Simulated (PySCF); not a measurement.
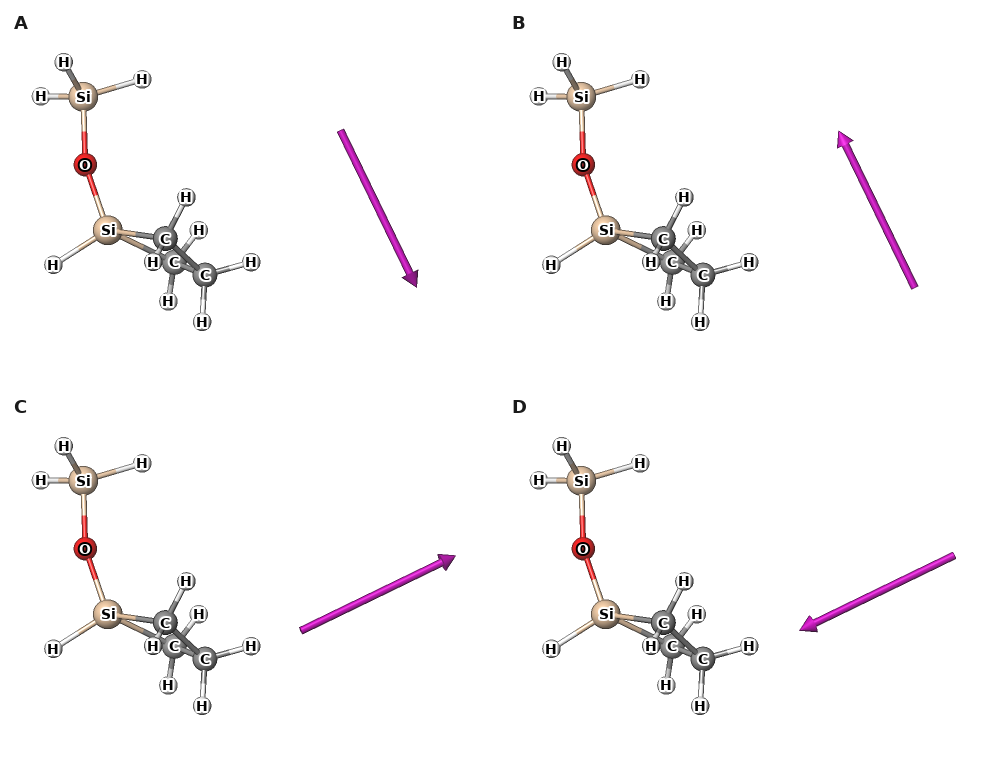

The same molecule four times, each with an arrow. The computed structure is the end point of a GFN2-xTB optimisation. No frequency run is at hand to confirm it as a minimum. Method: CAM-B3LYP/def2-SVPD, gas phase (PySCF 2.14.0).

**Which arrow points along the dipole moment, from the negative to the positive end?**

C. The dipole moment is 0.44 D.

The geometry is semi-empirical. Around Si such bond lengths and angles can be off by a tenth of an ångström or more and by several degrees, and values that hang on the shape move with them.
